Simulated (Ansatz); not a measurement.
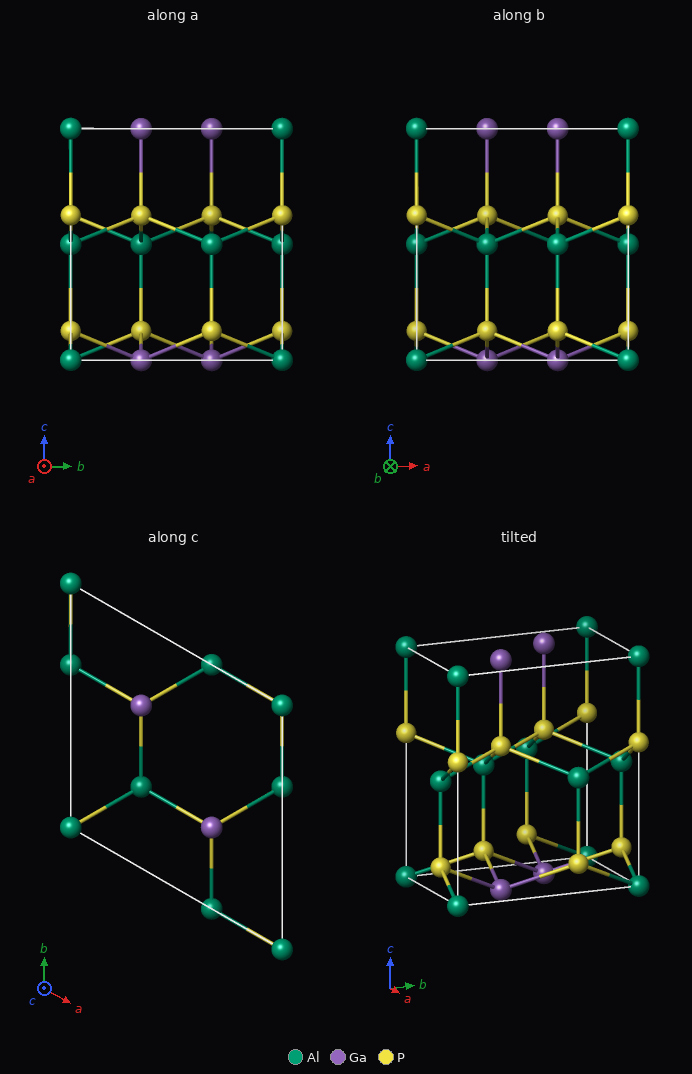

Shown here is a ball-and-stick view of the crystal, taken along the a axis, along the b axis, along the c axis and slightly off an axis. Lines trace the edges of the unit cell.

Lattice parameters: a = 6.731 Å, b = 6.731 Å, c = 6.386 Å, α = 90.01°, β = 89.99°, γ = 119.97°. Put a along x and b in the xy plane.

> Write down what is shown as a POSCAR file, with free fractional coordinates to two decimals.

```
Al Ga P
1.0
     6.731    0.000    0.000
    -3.363    5.831    0.000
     0.001   -0.001    6.386
Al Ga P
4 2 6
Direct
  0.00 0.00 0.00
  0.67 0.00 0.50
  0.00 0.67 0.50
  0.33 0.33 0.50
  0.33 0.67 0.00
  0.67 0.33 0.00
  0.33 0.67 0.62
  0.67 0.00 0.13
  0.33 0.33 0.13
  0.00 0.00 0.63
  0.67 0.33 0.62
  0.00 0.67 0.13
```

The model was built from a structure type filled with these elements by a generator (whether the compound takes this form wasn't checked). The geometry is the end of a relaxation with DFT PBE, scalar-relativistic, plane waves, PAW in Ansatz 0.2.0.
